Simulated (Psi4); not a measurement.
# MP2/6-31G(d) (spherical functions) run of Si3H8 (SMILES [SiH3][SiH2][SiH3])

Aim: the vertical singlet–triplet gap of Si3H8 at MP2/6-31G* (spherical functions), from 2 runs. 

Program for the calculation: Psi4 1.11.

### 1 The structure to begin with

Si3H8: 11 atoms, total charge 0, spin state singlet. As SMILES, `[SiH3][SiH2][SiH3]`. The coordinates come from a PBE0-D4/def2-TZVP relaxation.

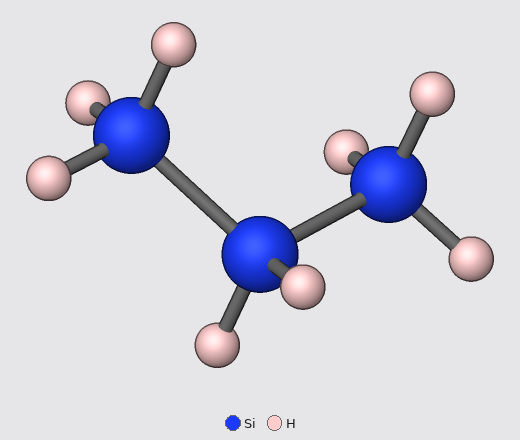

Viewed from a chosen angle; silicon blue, hydrogen pink.

### 2 A single-point energy at MP2/6-31G(d) (spherical functions)

The input, h8si3.xyz:

```xyz
11
H8Si3
Si    -1.292570     1.366730    -0.525270
Si    -0.462570    -0.807300    -0.296320
Si     1.631930    -0.774400     0.742750
H     -2.625850     1.367720    -1.185120
H     -0.354030     2.180440    -1.344070
H     -1.422540     2.000090     0.814640
H     -0.343400    -1.440160    -1.640160
H     -1.410380    -1.620800     0.516390
H      1.515950    -0.154940     2.090430
H      2.583820     0.031780    -0.068050
H      2.179610    -2.149160     0.894770
```

The input, h8si3.py:

```python
import psi4

psi4.set_memory(1600000000)
psi4.set_num_threads(1)
psi4.set_output_file('psi4.out', False)

with open('h8si3.xyz') as f:
    atoms = ''.join(f.readlines()[2:])
geom = psi4.geometry('0 1\n' + atoms + 'symmetry c1\nno_reorient\nno_com')

options = {'basis': '6-31G*', 'reference': 'rhf', 'puream': True, 'e_convergence': 1e-09, 'd_convergence': 1e-08, 'scf_type': 'pk', 'num_frozen_docc': 15, 'mp2_type': 'conv'}
psi4.set_options(options)

result, w = psi4.energy("mp2", return_wfn=True)
print('E =', round(result, 9))
for k, v in sorted(psi4.core.scalar_variables().items()):
    print(f'{k:45s} {v:18.10f}')
```

Run with:

```console
$ python h8si3.py
```

psi4.out:

```text
[...]
  Running in c1 symmetry.
[...]
  Nuclear repulsion =  193.117837117706443
[...]
  Multiplicity = 1
[...]
  Nalpha       = 25
  Nbeta        = 25
[...]
    Number of basis functions: 70
[...]
   @RHF iter   1:  -871.33083659177726   -8.42166e-01   2.51431e-03 ADIIS/DIIS
[...]
   @RHF iter   9:  -871.38249846961526   -3.49019e-11   8.65699e-09 DIIS
[...]
    Orbital Energies [Eh]
    ---------------------
    Doubly Occupied:
       1A    -68.754540     2A    -68.754531     3A    -68.747665
       4A     -6.121095     5A     -6.121093     6A     -6.115891
       7A     -4.226190     8A     -4.226187     9A     -4.226178
      10A     -4.226175    11A     -4.225972    12A     -4.225958
      13A     -4.220926    14A     -4.220729    15A     -4.220602
      16A     -0.771247    17A     -0.716564    18A     -0.653553
      19A     -0.508032    20A     -0.494469    21A     -0.484291
      22A     -0.483670    23A     -0.468232    24A     -0.422960
      25A     -0.384894
[...]
  @RHF Final Energy:  -871.38249846961526
   => Energetics <=
    Nuclear Repulsion Energy =            193.1178371177064435
    One-Electron Energy =               -1592.9573824830629292
    Two-Electron Energy =                 528.4570468957413141
    Total Energy =                       -871.3824984696152569
[...]
 Multipole Moments:
 ------------------------------------------------------------------------------------
     Multipole            Electronic (a.u.)      Nuclear  (a.u.)        Total (a.u.)
 ------------------------------------------------------------------------------------
 L = 1.  Multiply by 2.5417464519 to convert [e a0] to [Debye]
 Dipole X            :          3.0078737           -3.0268877           -0.0190140
 Dipole Y            :          5.2479038           -5.2810475           -0.0331438
 Dipole Z            :          1.9247207           -1.9368370           -0.0121162
 Magnitude           :                                                    0.0400855
[...]
	SCS-MP2 Total Energy (a.u.)        :  -871.63567984423253
	SOS-MP2 Total Energy (a.u.)        :  -871.62317069548044
	SCSN-MP2 Total Energy (a.u.)       :  -871.44854677502576
[...]
	SOS-PI-MP2 Total Energy (a.u.)     :  -871.66328273312467
[...]
	MP2 Total Energy (a.u.)            :  -871.62058610409213
[...]
```

Standard output:

```text
E = -871.620586104
CURRENT CORRELATION ENERGY                         -0.2380876345
CURRENT ENERGY                                   -871.6205861041
CURRENT REFERENCE ENERGY                         -871.3824984696
DD SOLVATION ENERGY                                 0.0000000000
HF KINETIC ENERGY                                 871.9733830945
HF POTENTIAL ENERGY                             -1743.3558815642
HF TOTAL ENERGY                                  -871.3824984696
HF VIRIAL RATIO                                     1.9993223593
MP2 CORRELATION ENERGY                             -0.2380876345
MP2 DOUBLES ENERGY                                 -0.2380876345
MP2 OPPOSITE-SPIN CORRELATION ENERGY               -0.2005601882
MP2 SAME-SPIN CORRELATION ENERGY                   -0.0375274463
MP2 SINGLES ENERGY                                  0.0000000000
MP2 TOTAL ENERGY                                 -871.6205861041
NUCLEAR REPULSION ENERGY                          193.1178371177
ONE-ELECTRON ENERGY                             -1592.9573824831
PCM POLARIZATION ENERGY                             0.0000000000
PE ENERGY                                           0.0000000000
SCF ITERATION ENERGY                             -871.3824984696
SCF ITERATIONS                                      9.0000000000
SCF TOTAL ENERGY                                 -871.3824984696
SCS(N)-MP2 CORRELATION ENERGY                      -0.0660483054
SCS(N)-MP2 TOTAL ENERGY                          -871.4485467750
SCS-MP2 CORRELATION ENERGY                         -0.2531813746
SCS-MP2 TOTAL ENERGY                             -871.6356798442
SCS-MP2-VDW CORRELATION ENERGY                     -0.2754807641
SCS-MP2-VDW TOTAL ENERGY                         -871.6579792337
SOS-MP2 CORRELATION ENERGY                         -0.2406722259
SOS-MP2 TOTAL ENERGY                             -871.6231706955
SOS-PI-MP2 CORRELATION ENERGY                      -0.2807842635
SOS-PI-MP2 TOTAL ENERGY                          -871.6632827331
TWO-ELECTRON ENERGY                               528.4570468957
```

It took 3.6 s on 1 thread of Intel Xeon 6975P-C (Granite Rapids), shared host; peak memory 0.28 GiB.

### 3 The triplet at the same level

The input, h8si3.json:

```json
{
 "schema_name": "qcschema_input",
 "schema_version": 1,
 "molecule": {
  "schema_name": "qcschema_molecule",
  "schema_version": 2,
  "symbols": ["Si", "Si", "Si", "H", "H", "H", "H", "H", "H", "H", "H"],
  "geometry": [-2.4426033, 2.58274539, -0.99261644, -0.87413061, -1.5255759, -0.55996365, 3.08390075, -1.46340391, 1.40359408, -4.96213734, 2.58461622, -2.23955222, -0.66901974, 4.12043443, -2.53992419, -2.688211, 3.77962232, 1.53944649, -0.64893195, -2.72150798, -3.0994532, -2.66523193, -3.0628681, 0.97583567, 2.86473032, -0.29279417, 3.95034018, 4.88271216, 0.0600555, -0.12859586, 4.11886596, -4.0613238, 1.69087024],
  "molecular_charge": 0,
  "molecular_multiplicity": 3,
  "fix_symmetry": "c1",
  "fix_com": true,
  "fix_orientation": true
 },
 "driver": "energy",
 "model": {
  "method": "mp2",
  "basis": "6-31G*"
 },
 "keywords": {
  "reference": "uhf",
  "puream": true,
  "e_convergence": 1e-09,
  "d_convergence": 1e-08,
  "scf_type": "pk",
  "num_frozen_docc": 15,
  "mp2_type": "conv",
  "maxiter": 100
 }
}
```

Run with:

```console
$ psi4 --qcschema h8si3.json -n 1 --memory 1600MB
```

stdout:

```text
[...]
  Running in c1 symmetry.
[...]
  Nuclear repulsion =  193.117837226625340
[...]
  Multiplicity = 3
[...]
  Nalpha       = 26
  Nbeta        = 24
[...]
    Number of basis functions: 70
[...]
   @UHF iter   1:  -871.07437869653268   -5.85708e-01   2.56035e-03 ADIIS/DIIS
[...]
   @UHF iter  18:  -871.13660394757630   -3.00133e-11   8.90461e-09 DIIS
[...]
   @S^2 Observed:                2.012831775E+00
[...]
    Orbital Energies [Eh]
    ---------------------
    Alpha Occupied:
       1A    -68.787116     2A    -68.778444     3A    -68.778432
       4A     -6.153585     5A     -6.144051     6A     -6.144041
       7A     -4.264514     8A     -4.256245     9A     -4.255663
      10A     -4.253487    11A     -4.253474    12A     -4.246823
      13A     -4.246814    14A     -4.246515    15A     -4.246504
      16A     -0.820446    17A     -0.748315    18A     -0.677098
      19A     -0.526940    20A     -0.518881    21A     -0.502730
      22A     -0.495377    23A     -0.482904    24A     -0.460871
      25A     -0.460800    26A     -0.120373
    Alpha Virtual:
[...]
  @UHF Final Energy:  -871.13660394757630
   => Energetics <=
    Nuclear Repulsion Energy =            193.1178372266253405
    One-Electron Energy =               -1591.7319988573692626
    Two-Electron Energy =                 527.4775576831675608
    Total Energy =                       -871.1366039475763046
  UHF NO Occupations:
  HONO-2 :   24  A 1.9975989
  HONO-1 :   25  A 1.0000000
[...]
 Multipole Moments:
 ------------------------------------------------------------------------------------
     Multipole            Electronic (a.u.)      Nuclear  (a.u.)        Total (a.u.)
 ------------------------------------------------------------------------------------
 L = 1.  Multiply by 2.5417464519 to convert [e a0] to [Debye]
 Dipole X            :          3.0271611           -3.0268878            0.0002733
 Dipole Y            :          5.2815677           -5.2810475            0.0005202
 Dipole Z            :          1.9367696           -1.9368370           -0.0000675
 Magnitude           :                                                    0.0005915
[...]
	SCS-MP2 Total Energy (a.u.)        :  -871.38755242181298
	SOS-MP2 Total Energy (a.u.)        :  -871.39396140407075
	SCSN-MP2 Total Energy (a.u.)       :  -871.20729124204718
[...]
	SOS-PI-MP2 Total Energy (a.u.)     :  -871.41375813149341
[...]
	MP2 Total Energy (a.u.)            :  -871.37473445729768
[...]
```

The result, in JSON:

```text
{
 "driver": "energy",
 "model": {
  "method": "mp2",
  "basis": "6-31G*"
 },
 "success": true,
 "return_result": -871.3747344572977,
 "properties": {
  "calcinfo_nbasis": 70,
  "calcinfo_nmo": 70,
  "calcinfo_nalpha": 26,
  "calcinfo_nbeta": 24,
  "calcinfo_natom": 11,
  "nuclear_repulsion_energy": 193.11783722662534,
  "return_energy": -871.3747344572977,
  "scf_one_electron_energy": -1591.7319988573693,
  "scf_two_electron_energy": 527.4775576831676,
  "scf_dipole_moment": [0.0002733083167880679, 0.000520204632326049, -6.747241588000996e-05],
  "scf_total_energy": -871.1366039475763,
  "scf_iterations": 18,
  "mp2_same_spin_correlation_energy": -0.04016323549483975,
  "mp2_opposite_spin_correlation_energy": -0.19796727422648272,
  "mp2_singles_energy": 0.0,
  "mp2_doubles_energy": -0.2381305097213225,
  "mp2_correlation_energy": -0.23813050972137262,
  "mp2_total_energy": -871.3747344572977
 }
}
```

Wall time 3.9 s (1 thread of Intel Xeon 6975P-C (Granite Rapids), shared host); peak memory 0.29 GiB.

### 4 Results

Level: MP2/6-31G* (spherical functions), 15 core orbitals frozen.

| quantity | value |
| --- | --- |
| singlet: total energy | -871.62059 Eh |
| singlet: HOMO energy (Hartree–Fock orbitals) | -10.47 eV |
| singlet: LUMO energy (Hartree–Fock orbitals) | 3.26 eV |
| singlet: HOMO–LUMO gap (Hartree–Fock orbitals) | 13.74 eV |
| singlet: correlation energy (15 core orbitals frozen) | -238.1 mEh |
| triplet: total energy | -871.37473 Eh |
| triplet: HOMO energy (Hartree–Fock orbitals) (highest over α and β) | -3.28 eV |
| triplet: LUMO energy (Hartree–Fock orbitals) (lowest over α and β) | -2.64 eV |
| triplet: correlation energy (15 core orbitals frozen) | -238.1 mEh |
| triplet: ⟨S²⟩ of the reference determinant | 2.013 |
| vertical energy of the triplet above the singlet | 6.690 eV |

At this shape the triplet lies 6.69 eV (645 kJ/mol) above the singlet.
